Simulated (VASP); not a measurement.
Here is the system:

```yaml
crystal:
  lattice:
    - [1.58463, -2.74466, 0.00000]
    - [1.58463, 2.74466, 0.00000]
    - [0.00000, 0.00000, 3.54693]
  atoms:
    - { symbol: Zr, position: [0.00000, 0.00000, 0.00000] }
    - { symbol: B, position: [0.33333, 0.66667, 0.50000] }
    - { symbol: B, position: [0.66667, 0.33333, 0.50000] }
```

These are PBE GGA, VASP's PBE PAW potentials (set 64) (plane waves; VASP) values and carry that method's errors. Numerical set-up: 520 eV cut-off, 12×12×10 Γ-centred mesh, tetrahedra with Blöchl corrections, potentials Zr_sv B.

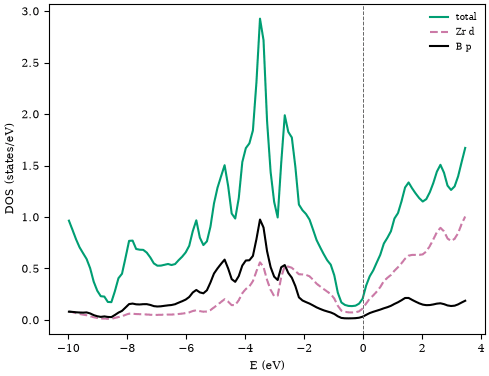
Fig. 1. Total and projected density of states, zero at the Fermi level

Within 2 eV below the Fermi level the largest weight inside VASP's projection spheres is Zr d, then B p.

It has no gap at this level: it comes out as a metal or semimetal.

The compound is ZrB2 in the AlB2 type structure. It was relaxed first.
